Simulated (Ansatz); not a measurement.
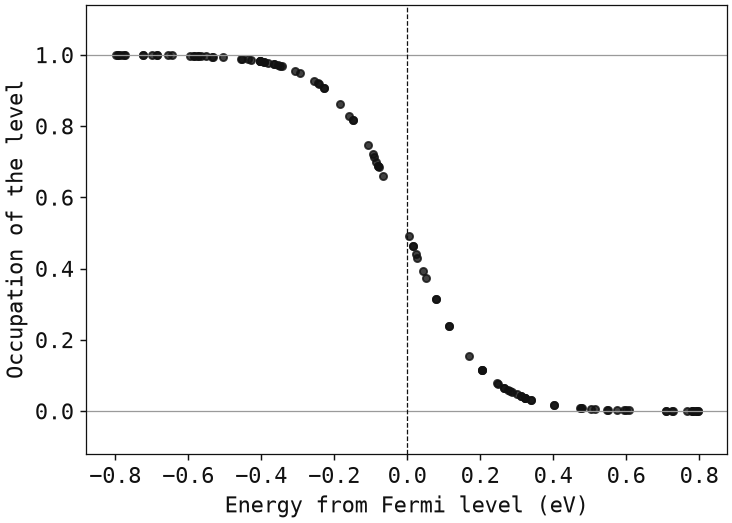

Occupations of the one-electron levels of the k mesh against their energy, from a run on NiS$_{4}$, space group I4_1/amd, 10 atoms in the cell, with Ansatz.

Name the smearing function and its width.

Answer. Fermi-Dirac smearing with a width of 0.1 eV. The occupations stay between 0 and 1 and have long exponential tails; the slope at the Fermi level is 1/(4 × width).
